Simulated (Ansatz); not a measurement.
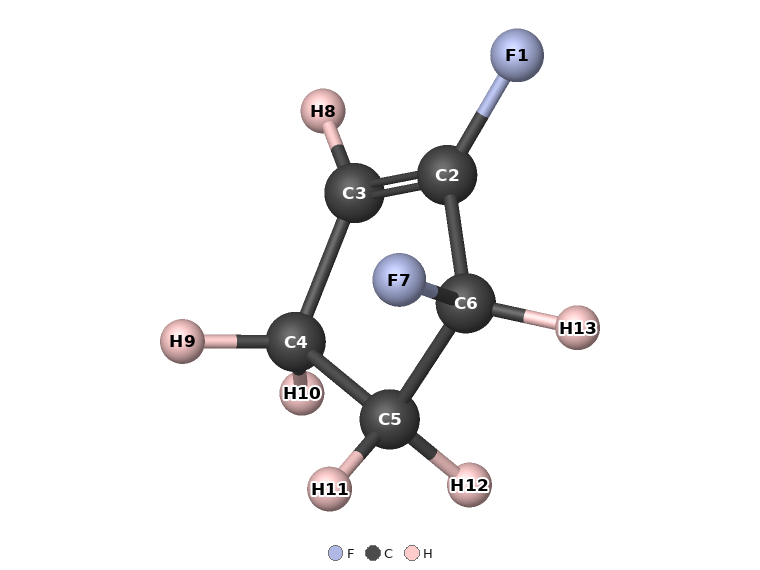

Harmonic vibrations computed with RKS PBE0-D4/def2-TZVP (Ansatz 0.2.0) at a stationary point of the same level.

How many imaginary frequencies does it have?

Answer. A minimum: no imaginary frequency, and the lowest mode lies at 91 cm⁻¹.

List the wavenumbers.

Answer. 33 modes: 91, 243, 257, 358, 433, 612, 659, 724, 781, 865, 906, 954, 964, 1013, 1072, 1075, 1190, 1212, 1257, 1274, 1318, 1342, 1356, 1407, 1462, 1491, 1758, 3051, 3079, 3087, 3097, 3141, 3232 cm⁻¹.
